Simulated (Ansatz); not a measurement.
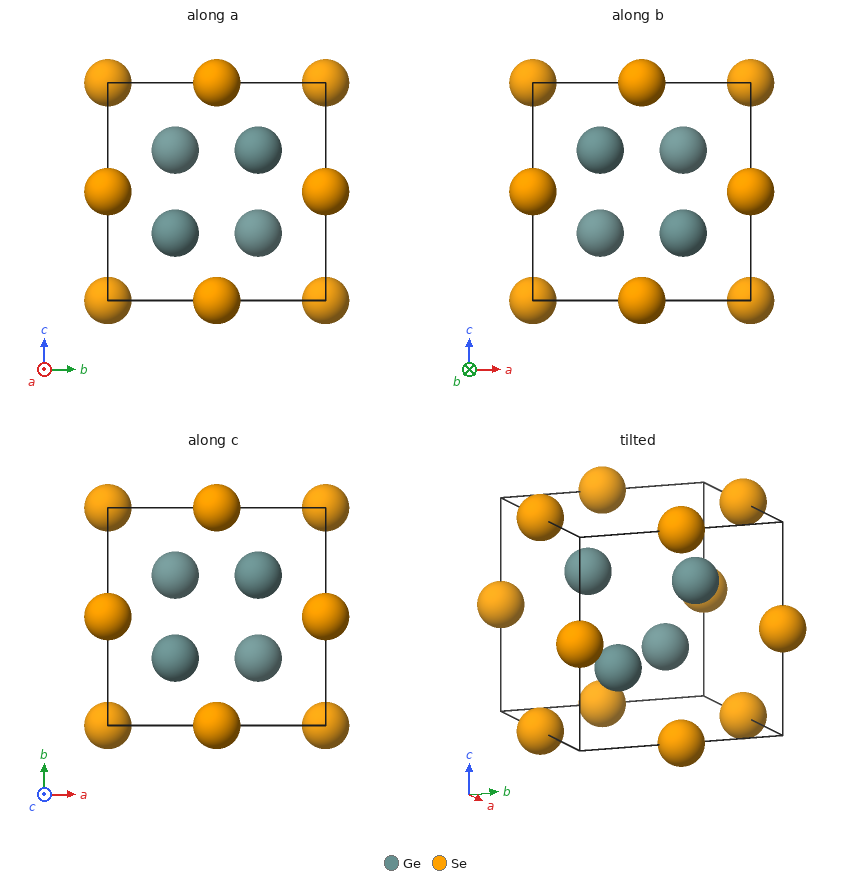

Structure drawing (spheres-only), viewed along the a axis, along the b axis, along the c axis and slightly off an axis. The wireframe shows the conventional unit cell.

Lattice parameters: a = 5.552 Å, b = 5.552 Å, c = 5.552 Å, α = 90.00°, β = 90.00°, γ = 90.00°. Put a along x and b in the xy plane.

Put the structure into a POSCAR file, with free fractional coordinates to two decimals.

```
Ge Se
1.0
     5.552    0.000    0.000
     0.000    5.552    0.000
     0.000    0.000    5.552
Ge Se
4 3
Direct
  0.69 0.69 0.69
  0.31 0.31 0.69
  0.31 0.69 0.31
  0.69 0.31 0.31
  0.00 0.00 0.50
  0.50 0.00 0.00
  0.00 0.50 0.00
```

The structure comes from a structure type filled with these elements by a generator (whether the compound takes this form wasn't checked). What is shown is the relaxed result from DFT PBE, scalar-relativistic, plane waves, PAW in Ansatz.
